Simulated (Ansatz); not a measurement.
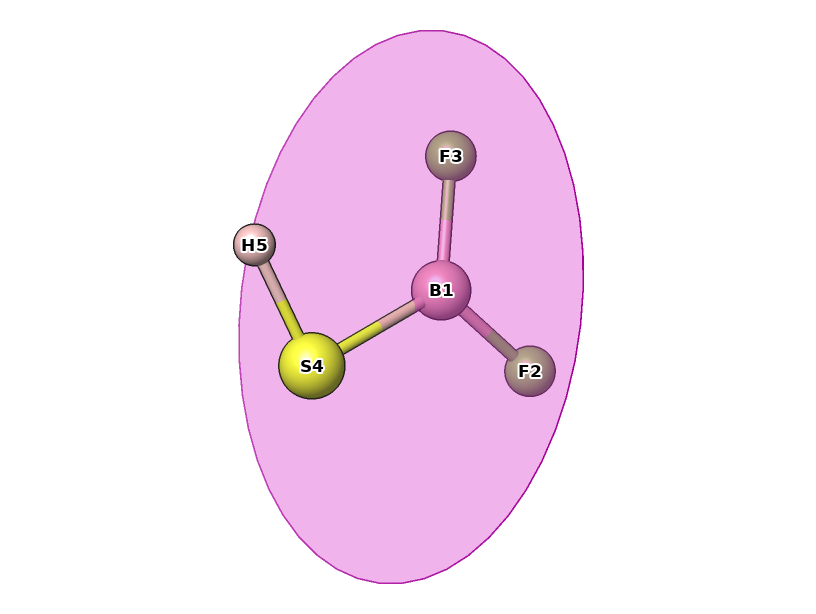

A disc through the centre of mass is drawn in. Distant atoms are faded towards the background colour. The geometry was computed by an optimisation with PBE0-D4/def2-TZVP.

> Is the plane of the disc a mirror plane of the structure?

No. The point group is Cs, with 1 mirror plane, and this plane isn't one of its mirror planes.
